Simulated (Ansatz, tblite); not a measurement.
# C₄₂H₄₂Si₂: rung by rung

Aim: run the singlet of C₄₂H₄₂Si₂ at one geometry on many levels, and compare frontier levels, spin and run time.

Program: Ansatz 0.2.0, Gaussian basis. Level of theory: as each input shows. These are calculated values, not measurements.

Levels to be run: GFN1-xTB, GFN2-xTB, PBE-D4/def2-SVP, r2SCAN-D4/def2-SVP.

1 further run of the same task is left out (set aside as unsound or not needed).

### Step 1. The structure

The singlet was relaxed beforehand with PBE-D4/def2-SVP.

SMILES `C[Si](C)(C)C#C/C=C/c1ccc(/C=C/c2ccc(/C=C/c3ccc(/C=C/c4ccc(C#C[Si](C)(C)C)cc4)cc3)cc2)cc1`, 86 atoms, charge 0, spin multiplicity 1.

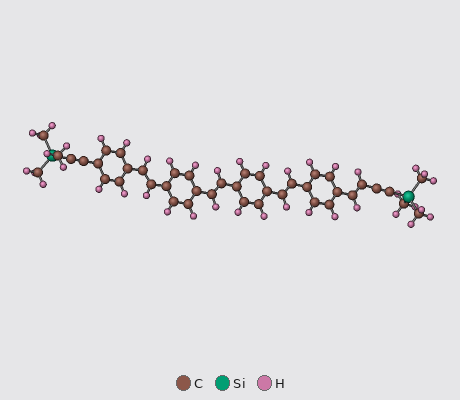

The geometry (carbon brown, silicon teal, hydrogen pink).

PBE0-D4/def2-SVP was run before; its log isn't repeated, and its numbers join the tables.

### Step 2. GFN1-xTB

Tight binding, by tblite at 300 K electronic temperature and without a spin-polarisation term:

```python
tblite.interface.Calculator('GFN1-xTB', numbers, positions, charge=0, uhf=0).singlepoint()
```

Energy -3127.6464 eV, HOMO -10.64 eV, LUMO -8.96 eV; 0.5 s.

### Step 3. GFN2-xTB

Tight binding, by tblite at 300 K electronic temperature and without a spin-polarisation term:

```python
tblite.interface.Calculator('GFN2-xTB', numbers, positions, charge=0, uhf=0).singlepoint()
```

Energy -3116.8026 eV, HOMO -9.60 eV, LUMO -7.91 eV; 0.49 s.

### Step 4. PBE-D4/def2-SVP

start.molden holds the orbitals of an earlier run on this state, given as this run's starting guess.

Input file in.yaml:

```yaml
crystal:
  periodic: [false, false, false]
  atoms:
    - {symbol: C, position_ang: [-17.689133, -2.422164, -0.984003]}
    - {symbol: Si, position_ang: [-17.202147, -1.039907, 0.212242]}
    - {symbol: C, position_ang: [-18.023029, -1.306363, 1.894583]}
    - {symbol: C, position_ang: [-17.684137, 0.644122, -0.500072]}
    - {symbol: C, position_ang: [-15.370564, -1.081828, 0.436008]}
    - {symbol: C, position_ang: [-14.138171, -1.118313, 0.560830]}
    - {symbol: C, position_ang: [-12.738164, -1.179569, 0.727569]}
    - {symbol: C, position_ang: [-11.840605, -0.515495, -0.066174]}
    - {symbol: C, position_ang: [-10.389822, -0.541040, 0.047486]}
    - {symbol: C, position_ang: [-9.690042, -1.291420, 1.027830]}
    - {symbol: C, position_ang: [-8.299180, -1.276582, 1.084439]}
    - {symbol: C, position_ang: [-7.519894, -0.517431, 0.169848]}
    - {symbol: C, position_ang: [-6.068151, -0.546993, 0.279203]}
    - {symbol: C, position_ang: [-5.173540, 0.096530, -0.527216]}
    - {symbol: C, position_ang: [-3.721872, 0.069382, -0.422859]}
    - {symbol: C, position_ang: [-3.016180, -0.633459, 0.588064]}
    - {symbol: C, position_ang: [-1.624896, -0.621239, 0.633438]}
    - {symbol: C, position_ang: [-0.849107, 0.089809, -0.321622]}
    - {symbol: C, position_ang: [0.602901, 0.064632, -0.219155]}
    - {symbol: C, position_ang: [1.493181, 0.683129, -1.050016]}
    - {symbol: C, position_ang: [2.944804, 0.667846, -0.946650]}
    - {symbol: C, position_ang: [3.654678, -0.019309, 0.076634]}
    - {symbol: C, position_ang: [5.042950, 0.002917, 0.136554]}
    - {symbol: C, position_ang: [5.815811, 0.713365, -0.822875]}
    - {symbol: C, position_ang: [7.270239, 0.777844, -0.798813]}
    - {symbol: C, position_ang: [8.103888, 0.196192, 0.111908]}
    - {symbol: C, position_ang: [9.559353, 0.276656, 0.140145]}
    - {symbol: C, position_ang: [10.323773, 0.991217, -0.819778]}
    - {symbol: C, position_ang: [11.712111, 1.050650, -0.741355]}
    - {symbol: C, position_ang: [12.413177, 0.394760, 0.307234]}
    - {symbol: C, position_ang: [13.831850, 0.470029, 0.394178]}
    - {symbol: C, position_ang: [15.063188, 0.548817, 0.479073]}
    - {symbol: Si, position_ang: [16.898955, 0.690720, 0.621178]}
    - {symbol: C, position_ang: [17.520104, -0.681631, 1.763357]}
    - {symbol: C, position_ang: [17.654291, 0.512140, -1.102765]}
    - {symbol: C, position_ang: [17.309099, 2.388751, 1.345760]}
    - {symbol: C, position_ang: [11.658112, -0.327810, 1.266317]}
    - {symbol: C, position_ang: [10.267505, -0.380888, 1.178683]}
    - {symbol: C, position_ang: [5.108608, 1.394356, -1.845302]}
    - {symbol: C, position_ang: [3.715759, 1.372213, -1.905524]}
    - {symbol: C, position_ang: [-1.555139, 0.793807, -1.331642]}
    - {symbol: C, position_ang: [-2.946190, 0.782408, -1.376425]}
    - {symbol: C, position_ang: [-8.221032, 0.234000, -0.809475]}
    - {symbol: C, position_ang: [-9.611916, 0.220156, -0.865771]}
    - {symbol: H, position_ang: [-17.194484, -2.287264, -1.967225]}
    - {symbol: H, position_ang: [-17.392635, -3.413697, -0.585983]}
    - {symbol: H, position_ang: [-18.786975, -2.429329, -1.147416]}
    - {symbol: H, position_ang: [-17.725663, -2.281657, 2.330692]}
    - {symbol: H, position_ang: [-17.731127, -0.509968, 2.609063]}
    - {symbol: H, position_ang: [-19.128649, -1.294790, 1.797752]}
    - {symbol: H, position_ang: [-18.781403, 0.703750, -0.656464]}
    - {symbol: H, position_ang: [-17.187148, 0.817930, -1.476044]}
    - {symbol: H, position_ang: [-17.388173, 1.464433, 0.184877]}
    - {symbol: H, position_ang: [-12.371091, -1.809352, 1.558792]}
    - {symbol: H, position_ang: [-12.247659, 0.104960, -0.882764]}
    - {symbol: H, position_ang: [-10.248397, -1.897665, 1.757255]}
    - {symbol: H, position_ang: [-7.781168, -1.869127, 1.855959]}
    - {symbol: H, position_ang: [-5.680928, -1.165249, 1.107225]}
    - {symbol: H, position_ang: [-5.562202, 0.709006, -1.358784]}
    - {symbol: H, position_ang: [-3.570924, -1.196364, 1.353641]}
    - {symbol: H, position_ang: [-1.103740, -1.176427, 1.429711]}
    - {symbol: H, position_ang: [0.994174, -0.523797, 0.628499]}
    - {symbol: H, position_ang: [1.100226, 1.266843, -1.900122]}
    - {symbol: H, position_ang: [3.098824, -0.581785, 0.841524]}
    - {symbol: H, position_ang: [5.548489, -0.541661, 0.947944]}
    - {symbol: H, position_ang: [7.715547, 1.374398, -1.613400]}
    - {symbol: H, position_ang: [7.660555, -0.399568, 0.928073]}
    - {symbol: H, position_ang: [9.816099, 1.513801, -1.643979]}
    - {symbol: H, position_ang: [12.285755, 1.611683, -1.493447]}
    - {symbol: H, position_ang: [17.267690, -1.681604, 1.355895]}
    - {symbol: H, position_ang: [18.622184, -0.625079, 1.881159]}
    - {symbol: H, position_ang: [17.061544, -0.597167, 2.769551]}
    - {symbol: H, position_ang: [17.274516, 1.299300, -1.785349]}
    - {symbol: H, position_ang: [18.759670, 0.600471, -1.056431]}
    - {symbol: H, position_ang: [17.405280, -0.473323, -1.545876]}
    - {symbol: H, position_ang: [18.406759, 2.516094, 1.449732]}
    - {symbol: H, position_ang: [16.850442, 2.513290, 2.347568]}
    - {symbol: H, position_ang: [16.927903, 3.199944, 0.692899]}
    - {symbol: H, position_ang: [12.184614, -0.843247, 2.082528]}
    - {symbol: H, position_ang: [9.698138, -0.944355, 1.934961]}
    - {symbol: H, position_ang: [5.678428, 1.953745, -2.604164]}
    - {symbol: H, position_ang: [3.196032, 1.913089, -2.712259]}
    - {symbol: H, position_ang: [-1.000864, 1.360180, -2.094828]}
    - {symbol: H, position_ang: [-3.467535, 1.339440, -2.171259]}
    - {symbol: H, position_ang: [-7.663294, 0.842103, -1.537697]}
    - {symbol: H, position_ang: [-10.130166, 0.812980, -1.636887]}
basis:
  gaussian: {orbitals: def2-SVP, fitting: {mean_field: def2-universal-jkfit}, initial_orbitals: start.molden}
hamiltonian: {xc: pbe, dispersion: d4}
scf: {omitted_lower_state_checks: [starts]}
output: {forces: true, orbitals: {seedname: orbitals}}
```

Command:

```bash
ansatz run in.yaml --threads 4 --pin off --events-out ev --progress --plain --max-ram 66560MiB --backend cuda --devices 0, --max-vram 37GiB
```

Standard output, shortened:

```text
Functional definition: PBE
  name "PBE"
  cite "Perdew, Burke & Ernzerhof, Phys. Rev. Lett. 77, 3865 (1996) doi:10.1103/PhysRevLett.77.3865"
  parent pbe
[...]
4162 factors; integrals over basis functions are off by at most 2.5e-1 eV
[...]
mean field -59890.70387431 eV, -2200.9427720038 hartree, gradient 2.3e-5 eV, S^2 0.000000; 0 other end points of the search recorded, 0 dependent functions left out
[...]
reference -59890.70401458 eV, -2200.9427771586 hartree; 161, 161 occupied and 673, 673 virtual orbitals, 4162 factors
Total energy: -59893.63414321 eV, -2201.0504573995 hartree
Atom 0 at   -17.689133    -2.422164    -0.984003 Å, force     0.002418    -0.004170    -0.004252 eV/Å
Atom 1 at   -17.202147    -1.039907     0.212242 Å, force    -0.005755     0.002924     0.002299 eV/Å
Atom 2 at   -18.023029    -1.306363     1.894583 Å, force     0.003532     0.000177     0.011326 eV/Å
Atom 3 at   -17.684137     0.644122    -0.500072 Å, force     0.001708     0.006160    -0.001922 eV/Å
Atom 4 at   -15.370564    -1.081828     0.436008 Å, force     0.004327    -0.008614    -0.010926 eV/Å
Atom 5 at   -14.138171    -1.118313     0.560830 Å, force    -0.002115     0.000198     0.012999 eV/Å
Atom 6 at   -12.738164    -1.179569     0.727569 Å, force     0.022299     0.019313    -0.007793 eV/Å
Atom 7 at   -11.840605    -0.515495    -0.066174 Å, force    -0.006103    -0.016061     0.005073 eV/Å
[...]
Atom 70 at    18.622184    -0.625079     1.881159 Å, force     0.002573     0.000933    -0.001674 eV/Å
Atom 71 at    17.061544    -0.597167     2.769551 Å, force     0.002436     0.000113    -0.003155 eV/Å
Atom 72 at    17.274516     1.299300    -1.785349 Å, force     0.001092    -0.002114     0.002038 eV/Å
Atom 73 at    18.759670     0.600471    -1.056431 Å, force     0.001848    -0.000572     0.001705 eV/Å
Atom 74 at    17.405280    -0.473323    -1.545876 Å, force     0.000470     0.000956     0.000463 eV/Å
Atom 75 at    18.406759     2.516094     1.449732 Å, force     0.002497    -0.001909    -0.000715 eV/Å
Atom 76 at    16.850442     2.513290     2.347568 Å, force     0.002053     0.000251    -0.001030 eV/Å
Atom 77 at    16.927903     3.199944     0.692899 Å, force     0.001743     0.000005     0.001640 eV/Å
Atom 78 at    12.184614    -0.843247     2.082528 Å, force    -0.001302     0.000702    -0.000006 eV/Å
Atom 79 at     9.698138    -0.944355     1.934961 Å, force     0.003733     0.002119    -0.002005 eV/Å
Atom 80 at     5.678428     1.953745    -2.604164 Å, force    -0.002168    -0.001946    -0.000608 eV/Å
Atom 81 at     3.196032     1.913089    -2.712259 Å, force     0.002330     0.000907     0.001943 eV/Å
Atom 82 at    -1.000864     1.360180    -2.094828 Å, force    -0.004359     0.000284     0.006634 eV/Å
Atom 83 at    -3.467535     1.339440    -2.171259 Å, force     0.002440    -0.003266    -0.000017 eV/Å
Atom 84 at    -7.663294     0.842103    -1.537697 Å, force    -0.007890    -0.012893     0.010754 eV/Å
Atom 85 at   -10.130166     0.812980    -1.636887 Å, force     0.009090    -0.010172     0.015996 eV/Å
Dipole moment:     0.073825     0.032743    -0.027113 e Å
Checks for a lower state left out: starts
```

Run time: 10 s. Hardware: 1 × H100 (card shared with other runs) with 4 threads of AMD EPYC 7R13, shared host; peak host memory 1.3 GiB.

From the report: HOMO -4.71 eV, LUMO -3.09 eV.

### Step 5. r2SCAN-D4/def2-SVP

in.yaml, as its differences from that of step 4:

```diff
@@ -91,3 +91,3 @@
   gaussian: {orbitals: def2-SVP, fitting: {mean_field: def2-universal-jkfit}, initial_orbitals: start.molden}
-hamiltonian: {xc: pbe, dispersion: d4}
+hamiltonian: {xc: r2scan, dispersion: d4}
 scf: {omitted_lower_state_checks: [starts]}
```

Launched as before.

Standard output, shortened:

```text
Functional definition: r2SCAN
  name "r2SCAN"
  cite "Furness, Kaplan, Ning, Perdew & Sun, J. Phys. Chem. Lett. 11, 8208 (2020) doi:10.1021/acs.jpclett.0c02405"
  cite "Furness, Kaplan, Ning, Perdew & Sun, J. Phys. Chem. Lett. 11, 9248 (2020) doi:10.1021/acs.jpclett.0c03077"
  parent r2scan
[...]
4162 factors; integrals over basis functions are off by at most 2.5e-1 eV
[...]
mean field -59928.78041125 eV, -2202.3420589270 hartree, gradient 2.2e-5 eV, S^2 0.000000; 0 other end points of the search recorded, 0 dependent functions left out
[...]
reference -59928.78045461 eV, -2202.3420605206 hartree; 161, 161 occupied and 673, 673 virtual orbitals, 4162 factors
Total energy: -59929.62700716 eV, -2202.3731707530 hartree
Atom 0 at   -17.689133    -2.422164    -0.984003 Å, force    -0.004697    -0.012613    -0.012345 eV/Å
[...]
Atom 77 at    16.927903     3.199944     0.692899 Å, force     0.085226    -0.163004     0.146116 eV/Å
Atom 78 at    12.184614    -0.843247     2.082528 Å, force    -0.113251     0.108784    -0.171077 eV/Å
Atom 79 at     9.698138    -0.944355     1.934961 Å, force     0.126374     0.120425    -0.160154 eV/Å
Atom 80 at     5.678428     1.953745    -2.604164 Å, force    -0.124381    -0.118985     0.158005 eV/Å
Atom 81 at     3.196032     1.913089    -2.712259 Å, force     0.114015    -0.112130     0.170992 eV/Å
Atom 82 at    -1.000864     1.360180    -2.094828 Å, force    -0.134153    -0.120862     0.169895 eV/Å
Atom 83 at    -3.467535     1.339440    -2.171259 Å, force     0.114349    -0.120110     0.166404 eV/Å
Atom 84 at    -7.663294     0.842103    -1.537697 Å, force    -0.138329    -0.143046     0.166663 eV/Å
Atom 85 at   -10.130166     0.812980    -1.636887 Å, force     0.119892    -0.134477     0.178120 eV/Å
Dipole moment:     0.079654     0.036056    -0.031966 e Å
Checks for a lower state left out: starts
```

Run time: 12 s. Hardware: 1 × H100 (card shared with other runs) with 4 threads of AMD EPYC 7R13, shared host; peak host memory 1.4 GiB.

Report: HOMO -4.87 eV, LUMO -3.12 eV.

### Step 6. Levels side by side

```
             level  functions  HOMO (eV)  LUMO (eV)  gap (eV)  time
   PBE-D4/def2-SVP        834      -4.71      -3.09      1.62  10 s
r2SCAN-D4/def2-SVP        834      -4.87      -3.12      1.75  12 s
  PBE0-D4/def2-SVP        834      -5.44      -2.53      2.91  12 s
```

### Step 7. Binding energy

Free atoms were run apart at each level; binding is atoms less cluster, divided by the number of atoms, without zero-point or spin-orbit terms.

```
             level  binding an atom (eV)
   PBE-D4/def2-SVP                 5.160
r2SCAN-D4/def2-SVP                 5.014
  PBE0-D4/def2-SVP                 5.066
```

### Step 8. Summary of results

| quantity | value |
| --- | --- |
| gap in def2-SVP, named functionals, smallest and largest | 1.62 eV (PBE-D4), 2.91 eV (PBE0-D4) |
| binding an atom, functionals in def2-SVP | 5.01 (r2SCAN-D4) to 5.16 eV (PBE-D4) |

**Reading.** Orbital gaps of the named functionals in def2-SVP span 1.62 eV (PBE-D4) to 2.91 eV (PBE0-D4); exact exchange widens it.

The slowest run with a step of its own, r2SCAN-D4/def2-SVP, took 12 s; the quickest functional in def2-SVP took 10 s (shared host).
